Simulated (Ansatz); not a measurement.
Consider Li₂AgIrC₆N₆.

Li₂AgIrC₆N₆, 64 atoms, a = 11.25 Å, b = 11.25 Å, c = 11.25 Å, α = 90.00°, β = 90.00°, γ = 90.00°.

Space group Fm-3m; a structure generated by program, which may or may not match a known phase; computed without spin polarisation.

Method: DFT PBE, scalar-relativistic, plane waves, PAW (Ansatz 0.2.0).

What can the converged valence pseudo-density and electron localisation function tell about the bonding?

Answer. C–N (1.18 Å): ρ is about 3.4 e/Å³ halfway; the ELF peaks at about 0.85 between the atoms (inside overlapping PAW spheres, so only a guide): a multiple bond.
Ir–N (1.99 Å): ρ is about 0.92 e/Å³ halfway; the ELF peaks at about 0.90 in the valence shell of N, 0.6 Å from its nucleus, and is about 0.20 at the midpoint.
Ag–C (2.46 Å): the density is about 0.33 e/Å³ at the midpoint; the ELF is about 0.10 at the midpoint; no shared electron pair shows on this line.
Li–C (3.99 Å): the density is about 0.009 e/Å³ at the midpoint, with its minimum of 0.002 e/Å³ about 1.3 Å from Li; the ELF is about 0.10 at the midpoint: no shared electron pair shows on this line.

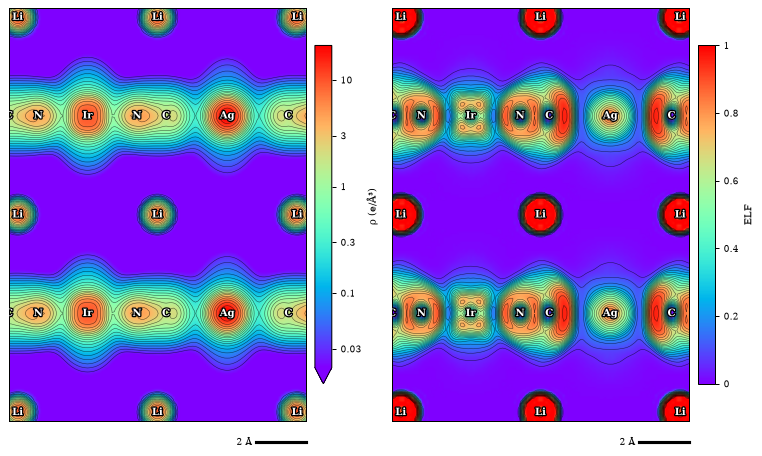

Computed valence pseudo-density and electron localisation function on the (110) plane of the conventional cell, in this order. 
